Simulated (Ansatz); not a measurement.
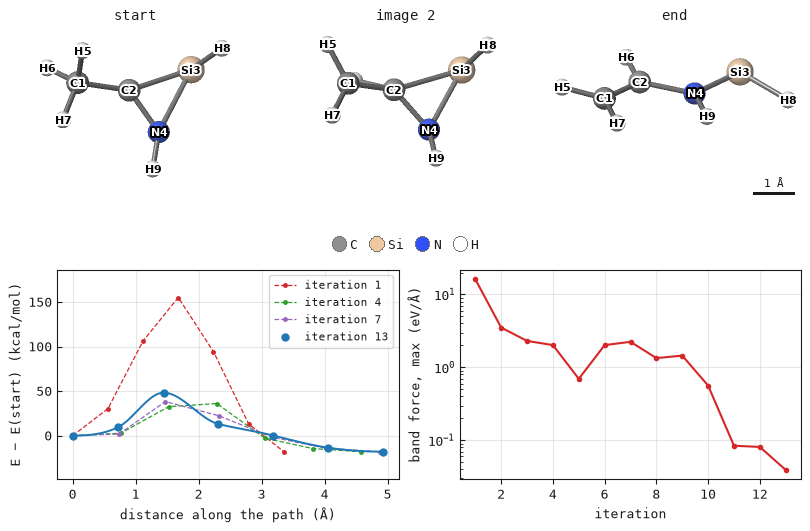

NEB run on C₂H₅NSi. Images are numbered from 0 (start) to 6 (end). The plot follows the band through its iterations. The picture is a ball-and-stick view, seen at a tilt.

Computed with Ansatz 0.2.0, RKS PBE0-D4/def2-SVP. Set-up: 5 movable images; climbing image; force threshold 0.05 eV/Å; iteration limit 60; starting path by straight interpolation.

Q: How did the profile develop, and is the result final?

A: The run is converged, with reservations. The band converged in 13 iterations. The largest component of the band force went from 16 to 0.039 eV/Å. The climbing image converged on the top of the path. Its curvatures weren't checked. The straight starting path can push atoms close together and costs iterations. The first iteration put the highest image at 155.0 kcal/mol. The energy climbs by 48.2 kcal/mol to image 2 and then falls by 66.3 kcal/mol, so the end point sits at −18.0 kcal/mol.
